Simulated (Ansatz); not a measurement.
The parent structure is CdF2 in the fluorite structure (space group Fm-3m, No. 225; a = 5.384 Å).

The change: an isotropic linear strain of +1.50 %, atoms relaxed at fixed cell.

Method: plane-wave PAW DFT at the PBEsol level (Ansatz, an electronic-structure program, 420 eV), spin-orbit coupling left out.

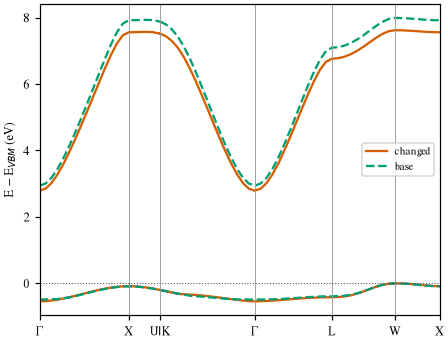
Highest valence and lowest conduction band along the path, each from its own valence-band maximum

The gap is 2.79 eV, indirect, W → Γ; the base has 2.94 eV.

Whether these cells are dynamically stable was not tested.
